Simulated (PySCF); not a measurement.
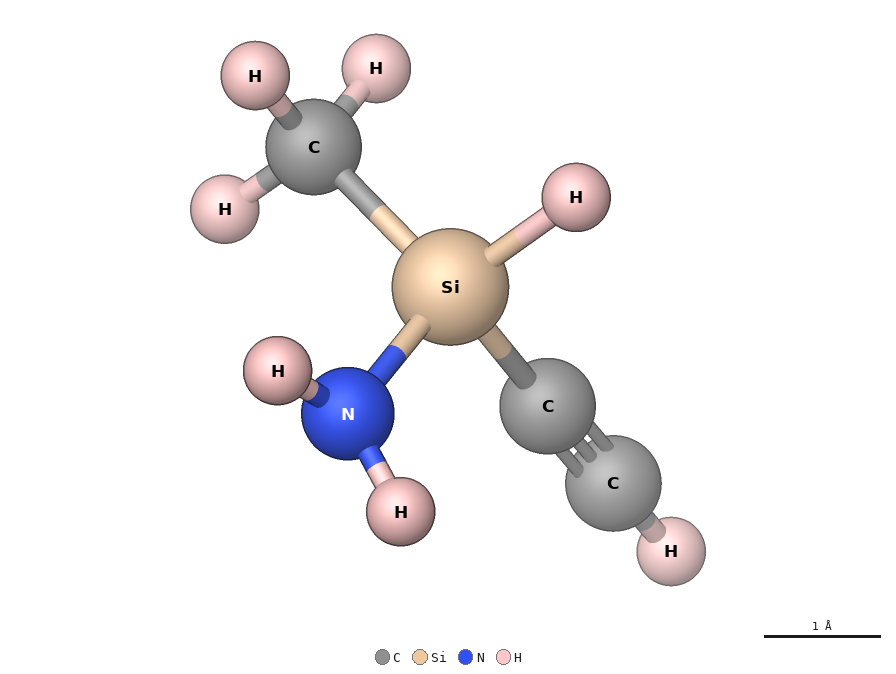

Atoms fade into the background with distance from the viewer. The geometry was computed by an optimisation with PBE0-D3(BJ)/def2-SVP. No frequency run is at hand to confirm it as a minimum. Masses are those of the most abundant isotopes; constants are for the rigid equilibrium geometry.

What kind of rotor is it, and what are its rotational constants in MHz?

An asymmetric top (C1): A = 5744, B = 2774, C = 2084 MHz. Ray's parameter κ is −0.62, nearer the prolate limit.
